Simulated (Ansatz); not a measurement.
# C₃H₁₂FGeInSi: small, medium and large basis sets

Aim: see how fast density functionals converge with the basis set for C₃H₁₂FGeInSi.

Method: one geometry, several basis sets; program: Ansatz 0.2.0, Gaussian basis.

Plan: PBE0-D4/def2-SVP; ωB97M-V/def2-SVP; PBE0-D4/def2-QZVPP; ωB97M-V/def2-QZVPP; the functionals' def2-TZVPP values are taken from earlier runs.

1 further run of the same task is left out (for a known fault of the program).

### 1 The geometry

All runs share one geometry, relaxed beforehand with PBE0-D4 in a triple-zeta def2 set. In takes the def2 core potential; no spin-orbit term is included.

SMILES `CC[C@@H]([GeH3])[Si@@H](F)[InH2]`, 19 atoms, charge 0, spin multiplicity 1.

Atoms are counted from 1 here; the program's logs count them from 0.

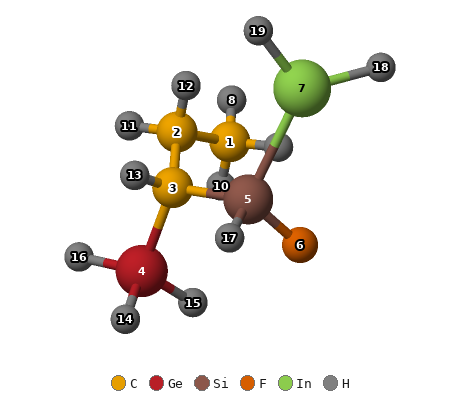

The structure; carbon amber, germanium red, silicon brown, fluorine orange, indium green, hydrogen grey; atoms are numbered from 1 in the order of the file.

Coordinates:

```mol
C3H12FGeInSi
  3D, bonds by distance, orders not assigned

 19 18  0  0  0  0  0  0  0  0999 V2000
   -1.8307    0.4256   -0.3092 C   0  0
   -1.0012   -0.8297   -0.0942 C   0  0
    0.4951   -0.6542   -0.3833 C   0  0
    0.8796   -0.3473   -2.2964 Ge  0  0
    1.3633    0.5955    0.7066 Si  0  0
    1.1631    2.0820    0.1021 F   0  0
    0.4763    0.5083    3.1358 In  0  0
   -2.8791    0.2495   -0.0603 H   0  0
   -1.4762    1.2575    0.3077 H   0  0
   -1.7877    0.7621   -1.3479 H   0  0
   -1.4048   -1.6393   -0.7126 H   0  0
   -1.1251   -1.1702    0.9436 H   0  0
    1.0152   -1.5978   -0.1637 H   0  0
    2.3936   -0.4724   -2.5347 H   0  0
    0.4111    1.0354   -2.7720 H   0  0
    0.1444   -1.4286   -3.1139 H   0  0
    2.8303    0.3297    0.6292 H   0  0
   -0.2813    1.8530    3.9142 H   0  0
    0.6141   -0.9591    4.0490 H   0  0
  1  2  8  0
  2  3  8  0
  3  4  8  0
  3  5  8  0
  5  6  8  0
  5  7  8  0
  1  8  8  0
  1  9  8  0
  1 10  8  0
  2 11  8  0
  2 12  8  0
  3 13  8  0
  4 14  8  0
  4 15  8  0
  4 16  8  0
  5 17  8  0
  7 18  8  0
  7 19  8  0
M  END
```

### 2 PBE0-D4 in def2-SVP

Contents of in.yaml:

```yaml
crystal:
  periodic: [false, false, false]
  atoms:
    - {symbol: C, position_ang: [-1.830656, 0.425619, -0.309193]}
    - {symbol: C, position_ang: [-1.001216, -0.829739, -0.094199]}
    - {symbol: C, position_ang: [0.495099, -0.654160, -0.383308]}
    - {symbol: Ge, position_ang: [0.879575, -0.347290, -2.296365]}
    - {symbol: Si, position_ang: [1.363335, 0.595548, 0.706615]}
    - {symbol: F, position_ang: [1.163069, 2.082024, 0.102071]}
    - {symbol: In, position_ang: [0.476268, 0.508291, 3.135770]}
    - {symbol: H, position_ang: [-2.879066, 0.249462, -0.060336]}
    - {symbol: H, position_ang: [-1.476187, 1.257528, 0.307697]}
    - {symbol: H, position_ang: [-1.787687, 0.762119, -1.347858]}
    - {symbol: H, position_ang: [-1.404841, -1.639337, -0.712575]}
    - {symbol: H, position_ang: [-1.125099, -1.170173, 0.943629]}
    - {symbol: H, position_ang: [1.015180, -1.597775, -0.163660]}
    - {symbol: H, position_ang: [2.393638, -0.472408, -2.534715]}
    - {symbol: H, position_ang: [0.411080, 1.035355, -2.771960]}
    - {symbol: H, position_ang: [0.144410, -1.428638, -3.113932]}
    - {symbol: H, position_ang: [2.830303, 0.329732, 0.629193]}
    - {symbol: H, position_ang: [-0.281325, 1.852975, 3.914190]}
    - {symbol: H, position_ang: [0.614121, -0.959133, 4.048957]}
basis:
  gaussian: {orbitals: def2-SVP}
hamiltonian: {xc: pbe0, dispersion: d4}
output: {orbitals: {seedname: orbitals}}
```

Launch:

```
$ ansatz run in.yaml --threads 4 --pin off --events-out ev --progress --plain --max-ram 46080MiB --backend cpu
```

After this run come: ωB97M-V in def2-SVP; PBE0-D4 in def2-QZVPP; ωB97M-V in def2-QZVPP.

Q: Predict the results of all the runs planned. Wanted: PBE0-D4: double and triple zeta above quadruple; ωB97M-V: double and triple zeta above quadruple.

As calculated:

```
                                       quantity           value
PBE0-D4: double and triple zeta above quadruple  18.98, 1.87 eV
ωB97M-V: double and triple zeta above quadruple  19.26, 1.82 eV
```

**Reading.** For PBE0-D4 the step from double to triple zeta gains 17.11 eV and the next only 1.87 eV. Total energies overstate the basis error of differences, where much of it tends to cancel.
